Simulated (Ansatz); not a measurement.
The figure comes from a scan of CsPbBr3 (cubic perovskite): one Br atom of a 5-atom cell moves by s along Cartesian [111], with its periodic images. Method: r2SCAN (plane waves to 500 eV, PAW, scalar-relativistic; Ansatz, a quantum-chemistry and plane-wave program). k mesh 5×5×5 (Γ-centred), Fermi-Dirac smearing 0.05 eV. F∥ is the force on the atom along that direction. CsPbBr3 was relaxed with its symmetry unable to fall. Spin-orbit coupling is left out, though Pb is heavy. This is a high-temperature form of CsPbBr3. 

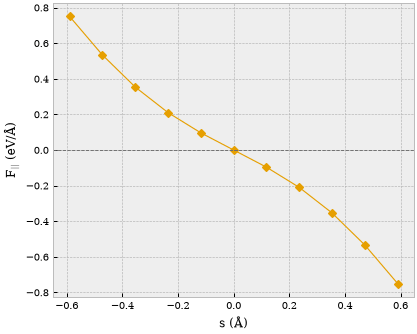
F∥ (eV/Å) against s (Å); one marker a computed point.

**Question.** Read the plotted values off the figure, to the accuracy that the plot allows.

**Answer.** To the nearest 0.02:

| s (Å) | F∥ (eV/Å) |
|---|---|
| -0.590 | 0.76 |
| -0.472 | 0.54 |
| -0.354 | 0.36 |
| -0.236 | 0.22 |
| -0.118 | 0.10 |
| 0.000 | 0.00 |
| 0.118 | -0.10 |
| 0.236 | -0.22 |
| 0.354 | -0.36 |
| 0.472 | -0.54 |
| 0.590 | -0.76 |

(For displaced atoms, the force is minus the slope of the energy, and its curvature is a force constant, which sets phonon frequencies.)
